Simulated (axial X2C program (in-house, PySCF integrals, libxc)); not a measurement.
## Relativistic diatomic calculation, with input and output: YBe

- system: YBe, single determinant with M_S = 3/2 and |Λ| = 0.
- method: PBE50, spin-free X2C-1e, Y dyall-cv3z, Be dyall-cv3z (cores contracted) (axial X2C program (in-house, PySCF integrals, libxc))

Results in brief:

| quantity | value |
| --- | --- |
| outcome | converged |
| bond length rₑ | 2.487 Å |
| ωₑ | 431.7 cm⁻¹ |
| energy at the minimum | −3399.37522 hartree |
| depth below the fragments | 0.47 eV |
| largest ⟨S²⟩ along the curve | 3.76 |
| hardware | 1 thread of Arm Neoverse V2, 24 GiB of memory available, shared host |
| wall time | 8.6 s |
| peak memory | 0.85 GiB |

Notes:

Caveats: 5 of the 10 points asked for were kept.

The input:
```
{"zs": [39, 4], "q": 0, "bas": ["dyall-cv3z", "dyall-cv3z"], "levels": ["PBE0", "HF", "PBE50"], "cc": true, "r0": 2.65, "thr": -2.0, "nmax": 90, "npts": 10, "nst": 2, "ntry": 6}
```

The line is the task of a batch: nuclear charges, charge, bases, the levels to run, a first guess of the distance and further settings. This report covers PBE50 without spin-orbit coupling. The log is that of the reference distance 2.508 Å.

Launched within a batch (the task file carries these settings):
```bash
python <driver script> task.json out
```

The program's output:
```
spin-free X2C-1e  PBE50
basis functions 215  fitting functions 985  grid points 5084
iter        total energy     max residual
   1      -3399.372533004     1.29e-01
   2      -3399.374947682     2.19e-03
   3      -3399.375085394     6.51e-03
   4      -3399.375143921     3.38e-03
   5      -3399.375161838     5.81e-04
   6      -3399.375168521     1.11e-03
   7      -3399.375173174     6.28e-04
   8      -3399.375176073     1.38e-04
   9      -3399.375176811     1.88e-04
  10      -3399.375177159     8.65e-05
  11      -3399.375177248     1.81e-05
  12      -3399.375177271     2.06e-05
  13      -3399.375177275     7.55e-06
converged
one-electron -4761.55599172  Coulomb 1442.30806100  exact exchange -55.59418982  xc functional -57.44838564  nuclear repulsion 32.91532891
```

The points of the curve:

| R (Å) | E (hartree) | dipole (D; origin at the first atom, positive when the second is positive) | highest filled (eV) | lowest empty (eV) |
| --- | --- | --- | --- | --- |
| 2.357 | −3399.373199 | −1.95 | −4.78 | −1.42 |
| 2.433 | −3399.374901 | −2.04 | −4.81 | −1.43 |
| 2.508 | −3399.375177 | −2.11 | −4.83 | −1.44 |
| 2.596 | −3399.374142 | −2.19 | −4.82 | −1.45 |
| 2.684 | −3399.372059 | −2.24 | −4.72 | −1.45 |

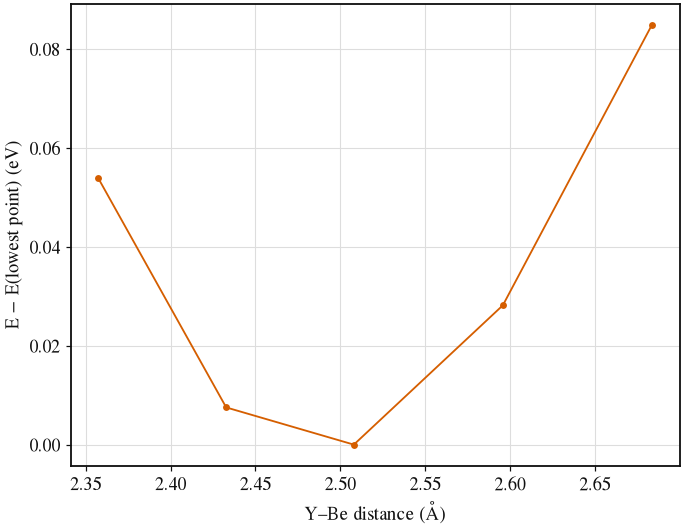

Figure 1. Energy at 5 bond lengths, for one set of occupations held fixed; the line joins the points. A polynomial of degree 3 through 5 points gives rₑ = 2.487 Å, ωₑ = 431.7 cm⁻¹ and Bₑ = 0.3332 cm⁻¹. The minimum lies 0.47 eV below Y + Be, each computed as one determinant at the same level.

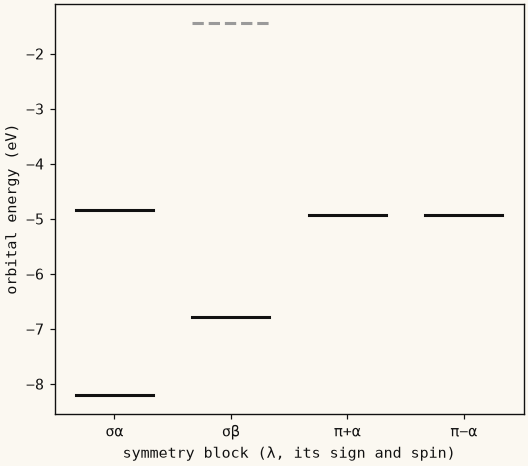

Figure 2. Orbital energies near the frontier at 2.51 Å, filled (solid) and empty (dashed); a label such as π−α means λ = −1 and α spin. The highest filled orbital (σα; 42 % Y s, 31 % Y p) lies at −4.83 eV, the lowest empty one (σβ; 44 % Y s, 24 % Y p) at −1.44 eV.
